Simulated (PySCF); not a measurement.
CH9BOSi2, SMILES BC[SiH2]O[SiH3], singlet at its GFN2-xTB optimised geometry (Å):

```
14

B      1.4675    -1.1037     0.0000
C     -0.0758    -1.1037     0.0000
Si    -0.6278     0.7322     0.0000
O      0.0799     1.5700     1.1893
Si     1.1304     1.9042     2.3804
H      2.0617    -1.1405     1.0094
H      2.0595    -1.0361    -1.0090
H     -0.5271    -1.5501    -0.8842
H     -0.5236    -1.5700     0.8769
H     -0.2649     1.4195    -1.2396
H     -2.0617     0.8132     0.2864
H      0.9013     0.9470     3.4612
H      0.7893     3.2703     2.7689
H      2.4843     1.7992     1.8406
```

Calculation: PySCF with B3LYP/def2-TZVP. Cells within 0.4 Å of a nucleus heavier than hydrogen are left out (blank, or x).

Map of the HOMO amplitude (bohr^(-3/2)) on the plane z = 1.2 Å; orbital energy -8.24 eV, overall sign arbitrary:

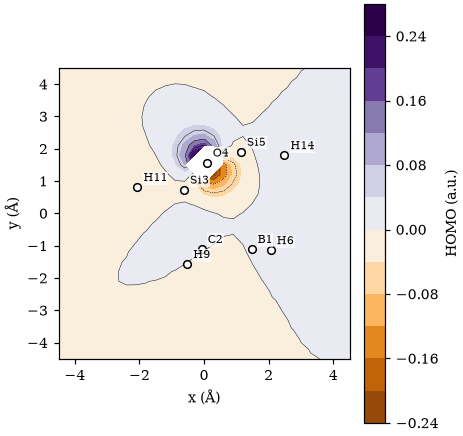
*HOMO amplitude (bohr^(-3/2)) on the plane z = 1.2 Å.*
